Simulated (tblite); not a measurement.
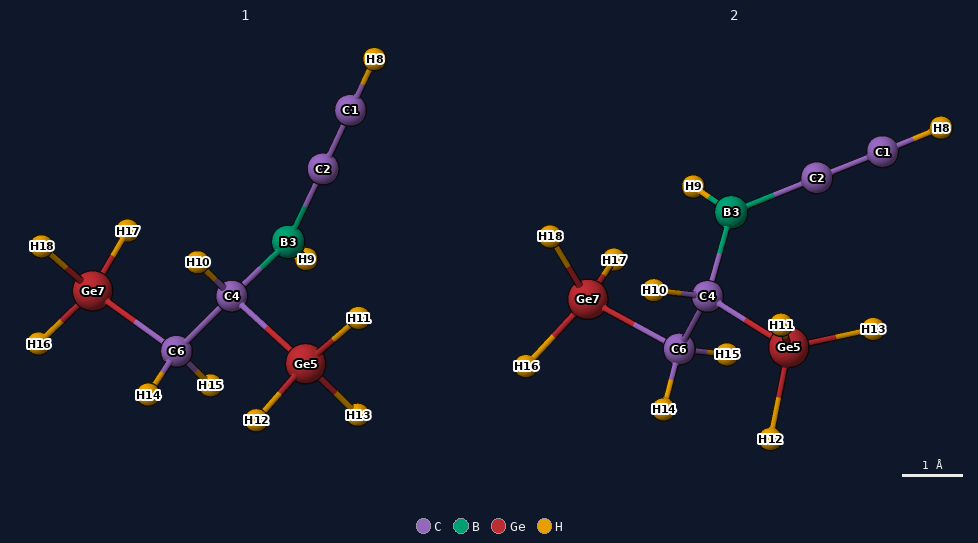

Two geometries of C4H11BGe2, drawn at one scale. One is the start of a relaxation, the other its converged end. Style: ball-and-stick. Shown at a tilt.

All numbers below come from GFN2-xTB geometry optimisation, gas phase (tblite). 

> Which geometry has the lower energy?

Structure 1 is the relaxed one. The energy falls by 16.3 kcal/mol in 176 geometry steps. The atom that moves furthest after the best rigid fit is H9 (2.21 Å). Largest moves by element: H 2.21 Å, C 1.07 Å, B 1.04 Å, Ge 0.33 Å. Near-neighbour distances that change, for instance: C4–Ge5 1.925 → 2.004 Å, Ge5–H12 1.573 → 1.506 Å, Ge7–H16 1.562 → 1.499 Å, Ge5–H11 1.554 → 1.499 Å. Among the angles between lasting bonds that change: B3–C4–Ge5 114.3° → 104.3°, B3–C4–C6 110.1° → 116.8°, H12–Ge5–H13 111.4° → 106.0°. Groups turn about C6–Ge7 by about 45°, C4–Ge5 by about 25°.
